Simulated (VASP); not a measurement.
# A VASP study of BiPd (rev-vdW-DF2): structure first, properties next, part 3 of 4

How well does rev-vdW-DF2 reproduce what experiment finds for BiPd? The cell is relaxed first, and properties follow on it. The start is a computed cell from the Materials Project.

VASP 6.6.1; rev-vdW-DF2; plane waves and PAW (Bi_d, Pd).

Still holding for the runs below: The k-mesh is coarse for a metal.

So far. Step 2 (Full relaxation (rev-vdW-DF2)): It ends with a largest force of 0.008 eV/Å and a pressure of -0.02 GPa. Step 3 (Second relaxation): It ends with a largest force of 0.008 eV/Å and a pressure of 0.07 GPa.

## 4. Single point with fields (rev-vdW-DF2)

A single point on the relaxed cell gives a clean self-consistent state, with density, ELF and potential written out.

Input file INCAR:

```
SYSTEM = BiPd
PREC = Accurate
ENCUT = 400
EDIFF = 1E-06
NELM = 100
ISMEAR = 1
SIGMA = 0.2
LREAL = .FALSE.
ALGO = Normal
GGA = MK
AGGAC = 0
LUSE_VDW = .TRUE.
PARAM1 = 0.1234
PARAM2 = 0.711357
ZAB_VDW = -1.8867
LASPH = .TRUE.
NBANDS = 124
LORBIT = 11
LWAVE = .FALSE.
LCHARG = .TRUE.
NCORE = 2
ISIF = 2
LELF = .TRUE.
LVHAR = .TRUE.
```

Input file POSCAR:

```
BiPd
1.0
    5.6943111108      0.0000000000      0.0036469384
    0.0000000000     10.7328846351      0.0000000000
   -1.0959212094      0.0000000000      5.5917222785
Bi Pd
8 8
Direct
    0.1140046082      0.2880919369      0.1568742260
    0.8859953918      0.7880919369      0.8431257740
    0.6452238251      0.2937806157      0.5988864561
    0.3547761749      0.7937806157      0.4011135439
    0.1143581375      0.5080727137      0.6576688885
    0.8856418625      0.0080727137      0.3423311115
    0.6465042895      0.5027237630      0.0992131098
    0.3534957105      0.0027237630      0.9007868902
    0.1673573345      0.5610908741      0.1750307134
    0.8326426655      0.0610908741      0.8249692866
    0.5921772042      0.5663972950      0.5860278242
    0.4078227958      0.0663972950      0.4139721758
    0.8343935474      0.7349451923      0.3262438094
    0.1656064526      0.2349451923      0.6737561906
    0.4080401313      0.7299996092      0.9144166053
    0.5919598687      0.2299996092      0.0855833947
```

Input file KPOINTS:

```
Automatic mesh
0
Gamma
4 2 4
0 0 0
```

The projector-augmented-wave data sets are Bi_d and Pd (PBE family, release 64).

Started as:

```console
$ mpirun -np 8 vasp_std
```

Log:

```text
[banner, memory and clock lines left out]
running    8 mpi-ranks, on    1 nodes
 distrk:  each k-point on    8 cores,    1 groups
 distr:  one band on    2 cores,    4 groups

 POSCAR found type information on POSCAR BiPd
 POSCAR found :  2 types and      16 ions
 [... a notice as in an earlier step ...]

 [... a notice as in an earlier step ...]

 LDA part: xc-table for (Slater+PW92), standard interpolation
 POSCAR, INCAR and KPOINTS ok, starting setup
 FFT: planning ... GRIDC
 FFT: planning ... GRID_SOFT
 FFT: planning ... GRID
 WAVECAR not read
 entering main loop
       N       E                     dE             d eps       ncg     rms          rms(c)
DAV:   1     0.239974975741E+04    0.23997E+04   -0.80620E+04  4960   0.169E+03
DAV:   2     0.305560501997E+03   -0.20942E+04   -0.20332E+04  4960   0.511E+02
DAV:   3    -0.115588642369E+02   -0.31712E+03   -0.29832E+03  5224   0.202E+02
DAV:   4    -0.339211402517E+02   -0.22362E+02   -0.21540E+02  5688   0.535E+01
DAV:   5    -0.349528559486E+02   -0.10317E+01   -0.10283E+01  5816   0.111E+01    0.120E+01
DAV:   6    -0.341551406870E+02    0.79772E+00   -0.17549E+00  5548   0.537E+00    0.646E+00
DAV:   7    -0.339749803081E+02    0.18016E+00   -0.72759E-01  6352   0.371E+00    0.181E+00
DAV:   8    -0.339495548693E+02    0.25425E-01   -0.23584E-01  5520   0.201E+00    0.739E-01
DAV:   9    -0.339455243652E+02    0.40305E-02   -0.34756E-02  5536   0.103E+00    0.272E-01
DAV:  10    -0.339449595125E+02    0.56485E-03   -0.44956E-03  5368   0.433E-01    0.122E-01
DAV:  11    -0.339448438259E+02    0.11569E-03   -0.83620E-04  6096   0.145E-01    0.453E-02
DAV:  12    -0.339448817193E+02   -0.37893E-04   -0.21819E-04  6228   0.596E-02    0.141E-02
DAV:  13    -0.339448752971E+02    0.64223E-05   -0.30202E-05  5404   0.279E-02    0.639E-03
DAV:  14    -0.339448729875E+02    0.23095E-05   -0.66412E-06  5184   0.131E-02    0.212E-03
DAV:  15    -0.339448728806E+02    0.10689E-06   -0.54374E-07  2708   0.459E-03
   1 F= -.33944873E+02 E0= -.33939806E+02  d E =-.152002E-01
```

It took 1.7 min on 8 MPI ranks of AMD EPYC 7R43, shared host; peak memory 2.3 GiB; 14 min of CPU time.

OUTCAR, selected parts (step 4):

```text
  LATTYP: Found a simple monoclinic cell.
 ALAT       =     5.6943122786
 B/A-ratio  =     1.8848429995
 C/A-ratio  =     1.0006660658
 COS(beta)  =    -0.1917022831

 Found     20 irreducible k-points:

   ENCUT  =  400.0 eV  29.40 Ry    5.42 a.u.   9.29 17.50  9.29*2*pi/ulx,y,z

   NELECT =     200.0000    total number of electrons

 E-fermi :   9.4054

 k-point     1 :       0.0000    0.0000    0.0000
  band No.  band energies     occupation
    ...
     96       7.9068      2.00000
     97       7.9658      2.00000
     98       8.0933      2.00000
     99       8.1330      2.00000
    100       8.7345      2.00002
    101       9.6410     -0.07019
    102       9.8096     -0.01495
    103       9.8658     -0.00536
    104      10.1948     -0.00000
    105      10.2365     -0.00000
    ...

 k-point     2 :       0.2500    0.0000   -0.0000
  band No.  band energies     occupation
    ...
     97       8.2053      2.00000
     98       8.5108      2.00000
     99       8.5851      2.00000
    100       8.7883      2.00011
    101       9.2978      1.78093
    102       9.5736      0.00046
    103       9.6819     -0.06479
    104       9.9926     -0.00027
    105      10.5166     -0.00000
    106      10.6365     -0.00000
    ...

Total vdW correction in eV:     33.1681410

  Total        0.2250147      0.1852627      0.2135222      0.0000000      0.0000000     -0.0049539
  in kB        1.0547843      0.8684419      1.0009119      0.0000000      0.0000000     -0.0232219
  external PRESSURE =       0.9747127 kB  Pullay stress =       0.0000000 kB

 POSITION                                       TOTAL-FORCE (eV/Angst)
 -----------------------------------------------------------------------------------
      0.47726      3.09206      0.87761         0.000396      0.004411      0.003004
      4.12113      8.45850      4.71776        -0.000396      0.004411     -0.003004
      3.01777      3.15311      3.35116         0.003744      0.001707      0.004324
      1.58062      8.51956      2.24421        -0.003744      0.001707     -0.004324
     -0.06956      5.45309      3.67792        -0.000317     -0.003354      0.000037
      4.66795      0.08664      1.91745         0.000317     -0.003354     -0.000037
      3.57267      5.39568      0.55713        -0.001585     -0.004558      0.003940
      1.02572      0.02923      5.03824         0.001585     -0.004558     -0.003940
      0.76116      6.02212      0.97933        -0.004795     -0.001328     -0.003471
      3.83723      0.65568      4.61604         0.004795     -0.001328      0.003471
      2.72980      6.07908      3.27906         0.005854     -0.002474      0.004351
      1.86859      0.71263      2.31630        -0.005854     -0.002474     -0.004351
      4.39376      7.88808      1.82731        -0.000621      0.003796     -0.001800
      0.20463      2.52164      3.76806         0.000621      0.003796      0.001800
      1.32138      7.83500      5.11465        -0.005280      0.001801     -0.005434
      3.27701      2.46856      0.48072         0.005280      0.001801      0.005434
 -----------------------------------------------------------------------------------
    total drift:                               -0.000002     -0.003727      0.000005

  FREE ENERGIE OF THE ION-ELECTRON SYSTEM (eV)
  ---------------------------------------------------
  free  energy   TOTEN  =       -33.9448728806 eV

  energy  without entropy=      -33.9296727190  energy(sigma->0) =      -33.93980616

Total vdW correction in eV:     33.1681196

 total charge
# of ion       s       p       d       tot
------------------------------------------
    1        1.531   1.285   9.946  12.762
    2        1.531   1.285   9.946  12.762
    3        1.520   1.314   9.952  12.786
    4        1.520   1.314   9.952  12.786
    5        1.531   1.285   9.946  12.761
    6        1.531   1.285   9.946  12.761
    7        1.520   1.314   9.952  12.786
    8        1.520   1.314   9.952  12.786
    9        0.420   0.372   8.638   9.429
   10        0.420   0.372   8.638   9.429
   11        0.422   0.380   8.639   9.442
   12        0.422   0.380   8.639   9.442
   13        0.420   0.372   8.638   9.429
   14        0.420   0.372   8.638   9.429
   15        0.422   0.379   8.640   9.441
   16        0.422   0.379   8.640   9.441
--------------------------------------------------
tot         15.567  13.403 148.701 177.672

[... 5 parts as in an earlier step ...]

[... 7 further parts left out ...]
```

This step gave:

* SCF cycles: 15
* free energy (TOTEN): -33.94 eV
* pressure: 0.09747 GPa

Valence electrons inside each PAW sphere by angular momentum. Sphere charges, by row:

```tsv
atom	s (e)	p (e)	d (e)	tot (e)
Bi1	1.531	1.285	9.946	12.76
Bi2	1.531	1.285	9.946	12.76
Bi3	1.52	1.314	9.952	12.79
Bi4	1.52	1.314	9.952	12.79
Bi5	1.531	1.285	9.946	12.76
Bi6	1.531	1.285	9.946	12.76
Bi7	1.52	1.314	9.952	12.79
Bi8	1.52	1.314	9.952	12.79
Pd9	0.42	0.372	8.638	9.429
Pd10	0.42	0.372	8.638	9.429
Pd11	0.422	0.38	8.639	9.442
Pd12	0.422	0.38	8.639	9.442
Pd13	0.42	0.372	8.638	9.429
Pd14	0.42	0.372	8.638	9.429
Pd15	0.422	0.379	8.64	9.441
Pd16	0.422	0.379	8.64	9.441
```

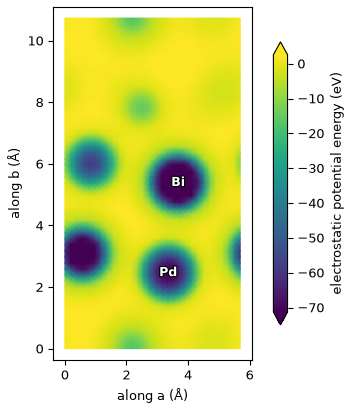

Electrostatic potential energy in the ab plane at fractional z = 0.086, with atoms of Bi and Pd within 0.2 Å of it. With pseudopotentials it is smooth inside the atoms' cores, unlike the true potential.

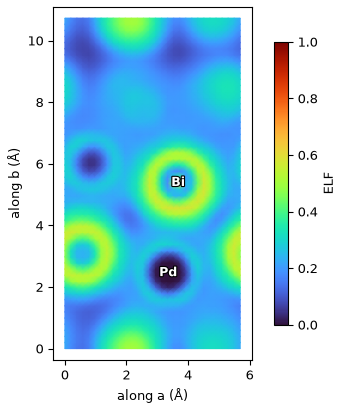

ELF in the ab plane at fractional z = 0.086, with atoms of Bi and Pd within 0.2 Å of it. It is the smooth field of the valence electrons, not physical close to the nuclei.

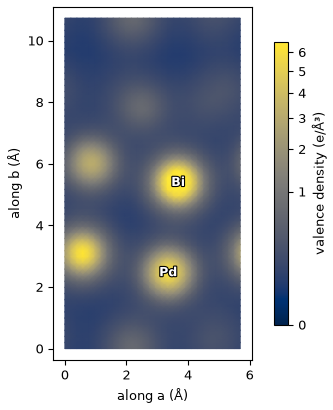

Valence density in the ab plane at fractional z = 0.086, with atoms of Bi and Pd within 0.2 Å of it. It is the smooth field of the valence electrons, not physical close to the nuclei. The colour scale is stretched toward low values.

In this run the pressure is 0.10 GPa, small enough to go on.

## 5. Bands along the symmetry lines (rev-vdW-DF2)

Levels along the symmetry lines show where the bands peak and cross; KPOINTS_OPT computes them in the converged potential.

INCAR: that of step 4 with these lines changed.

```diff
@@ -16,9 +16,7 @@
 LASPH = .TRUE.
-NBANDS = 124
+NBANDS = 144
 LORBIT = 11
 LWAVE = .FALSE.
-LCHARG = .TRUE.
+LCHARG = .FALSE.
+KPAR = 4
 NCORE = 2
-ISIF = 2
-LELF = .TRUE.
-LVHAR = .TRUE.
```

POSCAR is that of step 4.

KPOINTS is that of step 4.

Input file KPOINTS_OPT:

```
Line mode
12
Line-mode
Reciprocal
  0.00000000   0.00000000   0.00000000 GAMMA
  0.00000000   0.00000000   0.50000000 Y

  0.00000000   0.00000000   0.50000000 Y
 -0.41963411   0.00000000   0.58049840 H

 -0.41963411   0.00000000   0.58049840 H
 -0.50000000   0.00000000   0.50000000 C

 -0.50000000   0.00000000   0.50000000 C
 -0.50000000   0.50000000   0.50000000 E

 -0.50000000   0.50000000   0.50000000 E
 -0.58036589   0.50000000   0.41950160 M1

 -0.58036589   0.50000000   0.41950160 M1
 -0.50000000   0.50000000   0.00000000 A

 -0.50000000   0.50000000   0.00000000 A
 -0.50000000   0.00000000   0.00000000 X

 -0.50000000   0.00000000   0.00000000 X
 -0.58036589   0.00000000   0.41950160 H1

 -0.41963411   0.50000000   0.58049840 M
  0.00000000   0.50000000   0.50000000 D

  0.00000000   0.50000000   0.50000000 D
  0.00000000   0.50000000   0.00000000 Z

  0.00000000   0.00000000   0.50000000 Y
  0.00000000   0.50000000   0.50000000 D
```

Started as:

```console
$ mpirun -np 8 vasp_std
```

Log:

```text
[... set-up lines as in an earlier step ...]
 entering main loop
       N       E                     dE             d eps       ncg     rms          rms(c)
DAV:   1     0.231051867140E+04    0.23105E+04   -0.77733E+04  5760   0.145E+03
DAV:   2     0.292391902531E+03   -0.20181E+04   -0.19197E+04  5760   0.441E+02
DAV:   3    -0.154307233881E+02   -0.30782E+03   -0.28885E+03  6192   0.175E+02
DAV:   4    -0.341383547085E+02   -0.18708E+02   -0.18384E+02  6656   0.457E+01
DAV:   5    -0.349739856896E+02   -0.83563E+00   -0.83510E+00  7424   0.876E+00    0.120E+01
DAV:   6    -0.341608923074E+02    0.81309E+00   -0.12822E+00  6872   0.449E+00    0.646E+00
DAV:   7    -0.339737075108E+02    0.18718E+00   -0.50450E-01  7824   0.311E+00    0.177E+00
DAV:   8    -0.339501823644E+02    0.23525E-01   -0.18419E-01  6576   0.171E+00    0.730E-01
DAV:   9    -0.339455347281E+02    0.46476E-02   -0.26964E-02  6672   0.873E-01    0.283E-01
DAV:  10    -0.339449455797E+02    0.58915E-03   -0.42594E-03  6280   0.386E-01    0.118E-01
DAV:  11    -0.339448467662E+02    0.98813E-04   -0.61981E-04  7152   0.114E-01    0.430E-02
DAV:  12    -0.339448779205E+02   -0.31154E-04   -0.15802E-04  7648   0.436E-02    0.107E-02
DAV:  13    -0.339448745011E+02    0.34193E-05   -0.15037E-05  6752   0.178E-02    0.560E-03
DAV:  14    -0.339448729720E+02    0.15291E-05   -0.28673E-06  4832   0.770E-03    0.174E-03
DAV:  15    -0.339448728161E+02    0.15586E-06   -0.40566E-07  3368   0.379E-03
   1 F= -.33944873E+02 E0= -.33939806E+02  d E =-.151999E-01
 Start KPOINTS_OPT (optional k-point list driver)
k-point batch [1-20\132]
       N       E                     dE             ncg
DAV:   1     0.384432129355E+05   -0.88304E+04     5760
DAV:   2    -0.194923166393E+04   -0.40392E+05     5760
DAV:   3    -0.820602189661E+04   -0.62568E+04     6184
DAV:   4    -0.859112304162E+04   -0.38510E+03     6584
DAV:   5    -0.860856962470E+04   -0.17447E+02     7528
DAV:   6    -0.860913400674E+04   -0.56438E+00     8024
DAV:   7    -0.860914464317E+04   -0.10636E-01     8064
DAV:   8    -0.860914489647E+04   -0.25330E-03     8000
DAV:   9    -0.860914490175E+04   -0.52814E-05     5008
DAV:  10    -0.860914490263E+04   -0.87448E-06     3832
[...]
k-point batch [121-132\132]
       N       E                     dE             ncg
DAV:   1     0.343008253711E+05   -0.15900E+05     3456
DAV:   2     0.100582501293E+05   -0.24243E+05     3456
DAV:   3     0.635679502083E+04   -0.37015E+04     3696
DAV:   4     0.612828400221E+04   -0.22851E+03     3960
DAV:   5     0.611788039048E+04   -0.10404E+02     4592
DAV:   6     0.611755427195E+04   -0.32612E+00     4752
DAV:   7     0.611754797511E+04   -0.62968E-02     4904
DAV:   8     0.611754783197E+04   -0.14315E-03     4736
DAV:   9     0.611754782882E+04   -0.31482E-05     3000
DAV:  10     0.611754782828E+04   -0.54001E-06     2264
```

Elapsed: 8.5 min, on 8 MPI ranks; peak memory 5.5 GiB; 67 min of CPU time.

From OUTCAR (step 5):

```text
   k-points           NKPTS =     20   k-points in BZ     NKDIM =     20   number of bands    NBANDS=    144

   NELECT =     200.0000    total number of electrons

 E-fermi :   9.4054

 k-point     2 :       0.2500    0.0000   -0.0000
  band No.  band energies     occupation
    ...
     97       8.2053      2.00000
     98       8.5108      2.00000
     99       8.5851      2.00000
    100       8.7883      2.00011
    101       9.2978      1.78093
    102       9.5736      0.00046
    103       9.6819     -0.06479
    104       9.9925     -0.00027
    105      10.5166     -0.00000
    106      10.6365     -0.00000
    ...

Total vdW correction in eV:     33.1681462

  Total        0.2257914      0.1859237      0.2141825      0.0000000      0.0000000     -0.0049837
  in kB        1.0584253      0.8715407      1.0040074      0.0000000      0.0000000     -0.0233618
  external PRESSURE =       0.9779911 kB  Pullay stress =       0.0000000 kB

 POSITION                                       TOTAL-FORCE (eV/Angst)
 -----------------------------------------------------------------------------------
      0.47726      3.09206      0.87761         0.000455      0.004347      0.003007
      4.12113      8.45850      4.71776        -0.000455      0.004347     -0.003007
      3.01777      3.15311      3.35116         0.003683      0.001613      0.004322
      1.58062      8.51956      2.24421        -0.003683      0.001613     -0.004322
     -0.06956      5.45309      3.67792        -0.000268     -0.003307      0.000022
      4.66795      0.08664      1.91745         0.000268     -0.003307     -0.000022
      3.57267      5.39568      0.55713        -0.001637     -0.004446      0.003951
      1.02572      0.02923      5.03824         0.001637     -0.004446     -0.003951
      0.76116      6.02212      0.97933        -0.004801     -0.001383     -0.003509
      3.83723      0.65568      4.61604         0.004801     -0.001383      0.003509
      2.72980      6.07908      3.27906         0.005892     -0.002528      0.004390
      1.86859      0.71263      2.31630        -0.005892     -0.002528     -0.004390
      4.39376      7.88808      1.82731        -0.000617      0.003854     -0.001765
      0.20463      2.52164      3.76806         0.000617      0.003854      0.001765
      1.32138      7.83500      5.11465        -0.005297      0.001849     -0.005463
      3.27701      2.46856      0.48072         0.005297      0.001849      0.005463
 -----------------------------------------------------------------------------------
    total drift:                               -0.000002     -0.003716      0.000005

  FREE ENERGIE OF THE ION-ELECTRON SYSTEM (eV)
  ---------------------------------------------------
  free  energy   TOTEN  =       -33.9448728161 eV

  energy  without entropy=      -33.9296729023  energy(sigma->0) =      -33.93980618

Total vdW correction in eV:     33.1681187

[... 13 parts as in an earlier step ...]

[... 3 further parts left out ...]
```

Within 0.02 Å the cell has space group P2_1/c; at a tight tolerance a small distortion makes it P2_1. Spin-orbit coupling is off here; with elements this heavy it splits and shifts levels by tenths of an eV or more.

This step gave:

```
bands    : 144
pressure : 0.09780 GPa
```

The electronic bands at the labelled points (eV, zero at the Fermi level; # counts the bands kept):

```tsv
point	#49	#50	#51	#52	#53	#54	#55	#56
Γ	-1.44	-1.31	-1.27	-0.67	0.24	0.40	0.46	0.79
Y	-1.05	-1.05	-0.56	-0.55	-0.05	-0.05	0.44	0.45
H	-0.39	-0.38	-0.30	0.30	1.17	1.87	1.92	2.56
C	-0.26	-0.26	0.07	0.08	2.03	2.03	2.43	2.44
E	0.85	0.85	0.95	0.95	1.15	1.15	1.24	1.24
M1	0.65	0.65	0.84	0.84	0.96	0.96	1.48	1.48
A	-0.64	-0.64	-0.43	-0.43	0.05	0.05	0.56	0.56
X	-1.04	-1.00	-0.76	-0.64	-0.28	-0.15	0.18	0.51
H1	-0.39	-0.38	-0.30	0.30	1.17	1.87	1.92	2.56
jump to M	0.65	0.65	0.84	0.84	0.96	0.96	1.48	1.48
D	-0.49	-0.49	-0.18	-0.18	0.07	0.07	0.34	0.34
Z	-1.45	-1.45	-1.25	-1.25	0.27	0.27	0.56	0.56
jump to Y	-1.05	-1.05	-0.56	-0.55	-0.05	-0.05	0.44	0.45
D	-0.49	-0.49	-0.18	-0.18	0.07	0.07	0.34	0.34
```

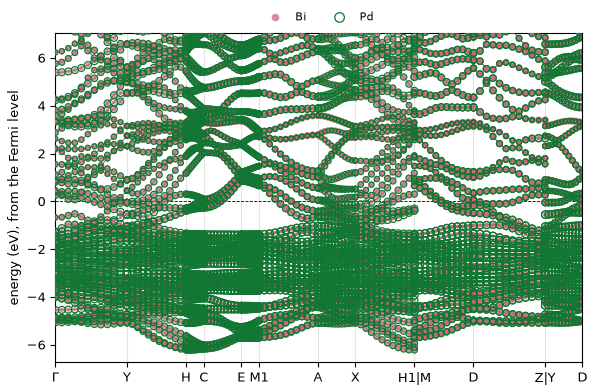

Electronic bands along the path; dots are coloured as in the legend, and their area grows with the weight.

There is no gap at this level.

[end of part 3 of 4]

[Lines on the potential files, build, host, timing and source positions are cut from VASP's logs without a mark.]

[Logs are printed without paths, hosts, clocks, repeated set-up lines and the standing remarks that a program may print on its own settings, such as how far it seeks lower states.]

[Hosts, paths, dates, database ids (printed as entryN), source tags and the programs' standing remarks are cut or masked in the printed files.]

[A measured line is paired with the nearest computed mode of its activity, which favours agreement.]

[In band tables of VASP the shares of atoms and orbitals are scaled to a sum of 1 inside the atoms' spheres.]
